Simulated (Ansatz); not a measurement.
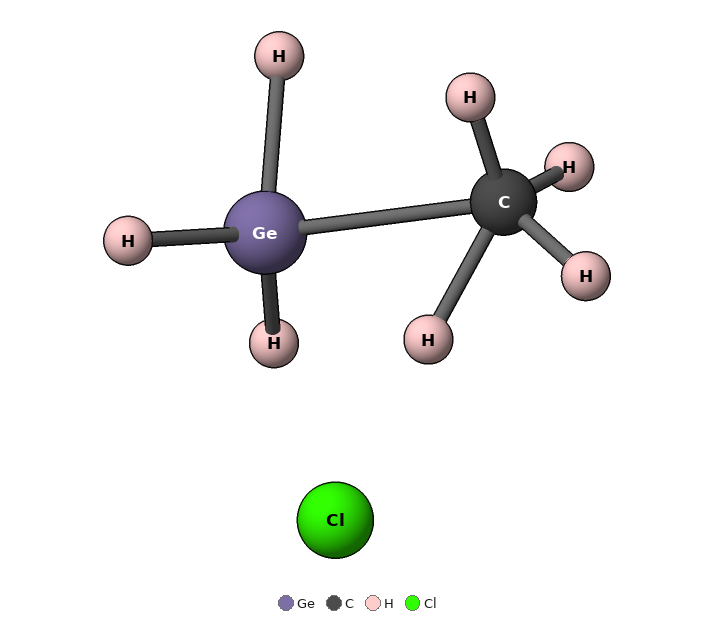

Sticks follow a distance rule. Harmonic vibrations computed with RKS PBE0-D4/def2-SVP (Ansatz 0.2.0) at a stationary point of the same level.

### Is this a minimum or a saddle point?

A first-order saddle point: one imaginary frequency, 878i cm⁻¹.

### How many vibrational modes are there, and where do they lie?

24 modes: 878i, 180, 218, 266, 315, 446, 524, 557, 643, 771, 841, 883, 915, 1126, 1139, 1327, 1405, 1546, 2075, 2217, 2252, 3054, 3158, 3213 cm⁻¹.
